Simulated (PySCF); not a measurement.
**Cl2Ge···HF (SMILES [Cl][Ge][Cl].F): density, localisation and related maps**

Input

```
{"job": {"kind": "inter", "xc": "wB97M-D3(BJ)", "basis": "def2-TZVPD", "pairs": false}, "charge": 0, "multiplicity": 1, "parts": [{"atoms": "0-2", "charge": 0, "multiplicity": 1}, {"atoms": "3-4", "charge": 0, "multiplicity": 1}]}
Cl    -1.850959     0.363075    -0.185043
Ge    -0.024018    -0.996334    -0.232816
Cl     1.537048     0.560786    -0.153161
F     -0.521845    -0.556881    -2.603079
H     -1.209657     0.016188    -2.319508
```

Run with:

```sh
OMP_NUM_THREADS=1 python cluster_run.py task.json out
```

Geometry: PBE0-D3(BJ)/def2-SVPD.

Theory: PySCF 2.14.0, wB97M-D3(BJ)/def2-TZVPD, SCF density, gas phase.

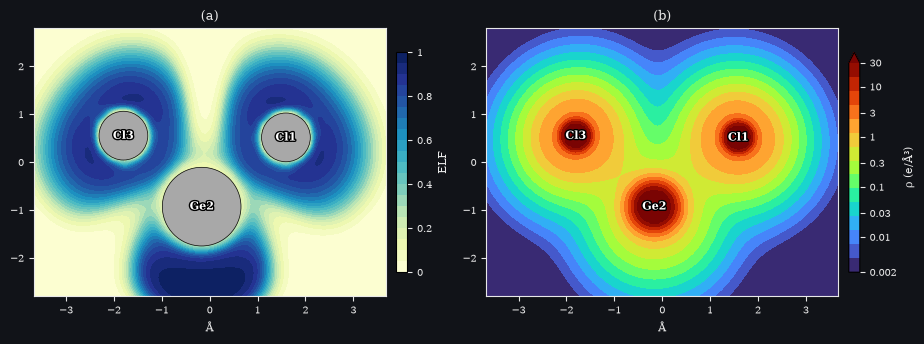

Figure 1. (a) ELF; (b) electron density on the plane of atoms Cl1, Ge2 and Cl3. Grey discs cover the atomic cores in the ELF map.

What do the fields say about this system?

Answer. The plane passes through Cl and Ge nuclei.
Ge–Cl (2.21 Å): ρ at the midpoint is about 0.71 e/Å³; the ELF peaks at about 0.80 in the valence shell of Cl, 0.8 Å from its nucleus, and is about 0.65 at the midpoint.
Ge–Cl (2.28 Å): ρ is about 0.62 e/Å³ halfway; the ELF peaks at about 0.85 in the valence shell of Cl, 0.8 Å from its nucleus, and is about 0.65 at the midpoint.
The ELF also peaks beside Cl1 and Cl3, away from the bonds: lone-pair regions.

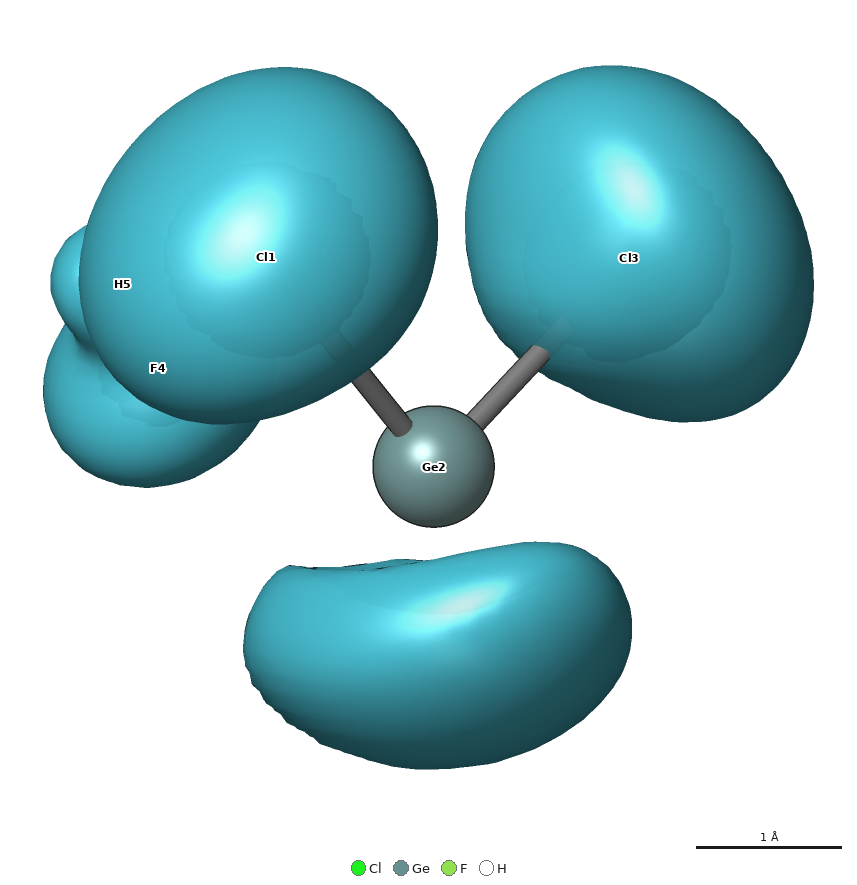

Figure 2. Isosurface of the ELF at 0.75 (cyan), seen from one side. Core shells and regions of very low density are left out.

Identify the bonds, lone pairs and shells in this picture.

Answer. At this value the surface marks out one lobe on Ge, pointing away from the bonds (lone pairs), two regions wrapped around Cl (the valence shell of each) and one joined region spread over several atoms (F, H), in which their bonds and any lone pairs are merged. Along the contacts the grid gives the following. Ge2···F4 (2.46 Å): the ELF dips to about 0.10 between them.

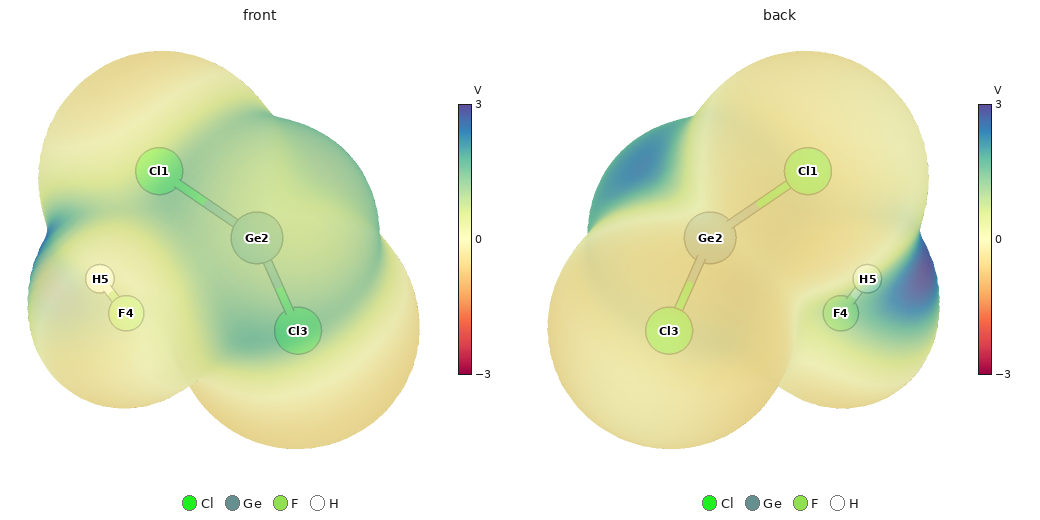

Figure 3. The molecular electrostatic potential painted on the density surface at 0.002 e/bohr³, seen from the front and from behind; the colour scale runs from red (negative) to blue (positive).

Which sites attract a positive test charge, and which a negative one?

Answer. A positive charge is drawn to the negative regions and a negative charge to the positive ones. The most negative region (about −0.6 V) lies over Cl1 and Cl3, the most positive (about +2.8 V) over H5.
